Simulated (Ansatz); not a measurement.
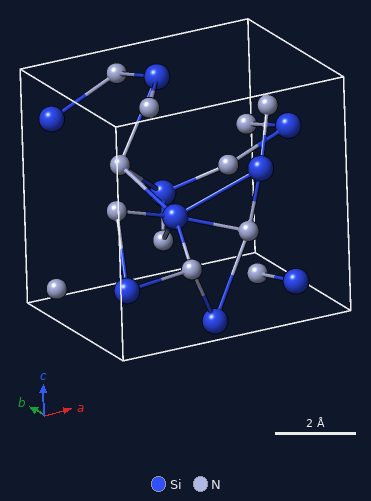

Starting frame of a dynamics run of an amorphous cell of composition Si3N4 (21 atoms in the cell). A ball-and-stick model of the simulation cell, seen slightly off an axis. Bonds to atoms that aren't drawn are left out.

The calculation used DFT PBE, scalar-relativistic, plane waves, PAW (Ansatz 0.2.0).

The input:
```yaml
crystal:
  lattice:
    - [6.45212, 0.246429, 0.275834]
    - [0.246429, 6.257687, 0.238667]
    - [0.275834, 0.238667, 5.97352]
  atoms:
    - { symbol: Si, position: [0.9869307266, 0.5779218756, 0.645302406] }
    - { symbol: Si, position: [0.1113207867, 0.9587698528, 0.7668838563] }
    - { symbol: Si, position: [0.3464620903, 0.2479632799, 0.4749991541] }
    - { symbol: Si, position: [0.50321913, 0.7546511105, 0.4175297811] }
    - { symbol: Si, position: [0.6652224325, 0.1006117144, 0.6489930881] }
    - { symbol: Si, position: [0.4327301522, 0.6081373258, 0.9659074688] }
    - { symbol: Si, position: [0.9113611002, 0.362306495, 0.0485534173] }
    - { symbol: Si, position: [0.4582860917, 0.1317008633, 0.0326009089] }
    - { symbol: Si, position: [0.035527034, 0.0281457209, 0.2785173952] }
    - { symbol: "N", position: [0.0916273906, 0.2474309518, 0.5538004645] }
    - { symbol: "N", position: [0.416541959, 0.5567488382, 0.2815296079] }
    - { symbol: "N", position: [0.617017501, 0.1333175948, 0.3840613205] }
    - { symbol: "N", position: [0.0205644825, 0.740286017, 0.1141977325] }
    - { symbol: "N", position: [0.3298084483, 0.0486478395, 0.3018236243] }
    - { symbol: "N", position: [0.9311932934, 0.8877822655, 0.5875713719] }
    - { symbol: "N", position: [0.7173881787, 0.5720408632, 0.5372489083] }
    - { symbol: "N", position: [0.3985213873, 0.9532142031, 0.9023505791] }
    - { symbol: "N", position: [0.3055999086, 0.3894271573, 0.9144646805] }
    - { symbol: "N", position: [0.74006077, 0.1892605004, 0.8822582588] }
    - { symbol: "N", position: [0.2547435754, 0.5974843361, 0.6290320028] }
    - { symbol: "N", position: [0.8564883465, 0.6364368888, 0.0265854756] }
  symmetry: { detect: false }
basis:
  ecutwfc: 420
  xc_grid: 1
kpoints:
  mp_grid: { grid: [1, 1, 1], shift: [0.25, 0.25, 0.25] }
hamiltonian:
  xc: pbe
scf:
  occupations: { method: fermi_dirac, width: 0.3447 }
  lower_state_search: "off"
  convergence: { dr2_threshold: 1.0e-05 }
output:
  forces: true
  stress: true
md:
  timestep: 2.0
  n_steps: 250
  ensemble: nvt_langevin
  friction: 0.03
  temperature: 4000.0
  initial_velocities: maxwell_boltzmann
  seed: 9183
```

Launched with:
```bash
ansatz run input.yaml --threads 2 --pin off --max-ram 5120MiB --backend cpu --events-out ev --progress --plain --runs-dir out
```

> Predict how the run goes.

Over the second half the temperature averages 3761 K (spread ±508 K). The potential energy in the second half lies on average 112 meV per atom below the first frame. The mean pressure there is 9.9 GPa. In the second half of the run the atoms are, in the root-mean-square, this far from where they began (common drift taken out): N 1.33 Å, Si 1.29 Å. That is a large part of the typical shortest distance between atoms in the first frame, about 1.7 Å and still growing: the atoms leave their places as in a liquid. Bond changes: 21 N–Si bonds break between 26 fs and 442 fs; 21 N–Si bonds form between 34 fs and 500 fs; 9 Si–Si bonds break between 56 fs and 450 fs; 3 N–Si contacts open and close in turn; 10 Si–Si bonds form between 68 fs and 498 fs.

Along the run (each row but the first and the last is the mean over the interval that it begins):

```csv
time (fs),potential energy (meV/atom),T (K),p (GPa)
0.0,0.0,3810,-1.2
62.0,-106.6,3779,0.5
124.0,-195.8,4184,4.3
186.0,-132.0,3712,4.2
248.0,-74.7,3557,4.6
310.0,-122.4,4020,11.5
372.0,-121.2,3988,11.5
434.0,-129.0,3472,11.3
496.0,-137.2,3574,13.2
```

The paths of the atoms:

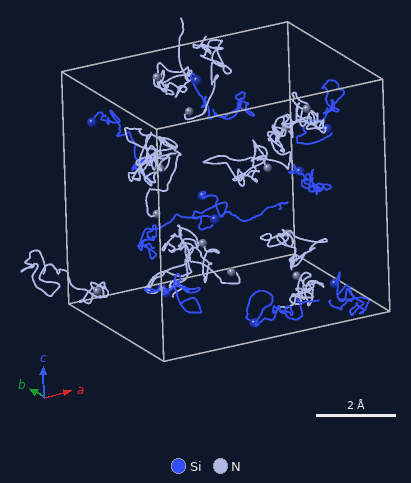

Limits of the set-up: the periodic images lie only 6.0 Å apart, so the values are limited by the cell's size.

The run took 3.9 min on 2 threads of Arm Neoverse V2 (shared host), peak memory 0.4 GiB.
